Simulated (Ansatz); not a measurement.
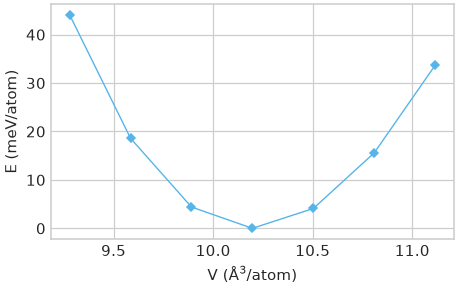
Figure. CaB$_{6}$ in space group Pm-3m (No. 221; Ca on 1a, B on 6f) under volume change, the program Ansatz at the PBE level (PAW), shape and atoms relaxed at each volume.

Question: What does a third-order Birch–Murnaghan fit give for V₀, B₀ and B′?

Answer: V₀ = 10.20 Å³/atom, B₀ = 149 GPa, B′ = 3.6.

The PBE relaxation kept the symmetry of its start.

Potentials: the later of the program's two PAW sets.
